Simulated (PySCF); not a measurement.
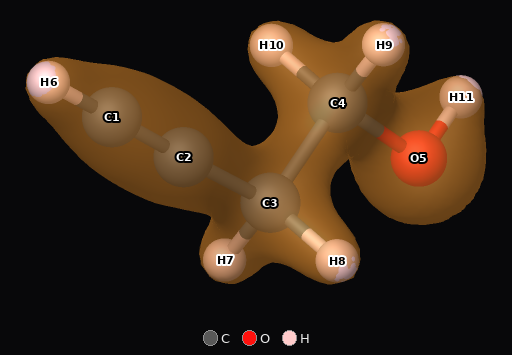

The picture shows: C4H6O. Isosurface of the electron density at 1 e/Å³ (orange), seen at an oblique angle.

Geometry: PBE0-D3(BJ)/def2-SVP.

These are results of PySCF 2.14.0, PBE0/def2-SVPD, SCF density, gas phase, not measurements.

```xyz
11

C     2.5690    0.4316    0.2124
C     1.4833   -0.0952    0.1122
C     0.1658   -0.7014   -0.0068
C    -0.9655    0.3162    0.0458
O    -2.1652   -0.3901   -0.1021
H     3.5355    0.8921    0.2982
H     0.0127   -1.4394    0.7984
H     0.0894   -1.2585   -0.9558
H    -0.8168    1.0633   -0.7587
H    -0.9149    0.8626    1.0082
H    -2.8952    0.2332   -0.0511
```

> What does this surface tell about the bonding?

At this value the surface is in one piece. It bridges the sampled C–C (1.21 Å), C–O (1.40 Å), O–H (0.96 Å) and C–H (1.07 Å) contacts, where the density stays above the isovalue. On the grid the lowest density along these lines, outside the cores, is 2.6 e/Å³ (C–C, 1.21 Å), 1.8 e/Å³ (C–O, 1.40 Å), 2.5 e/Å³ (O–H, 0.96 Å) and 1.9 e/Å³ (C–H, 1.07 Å).
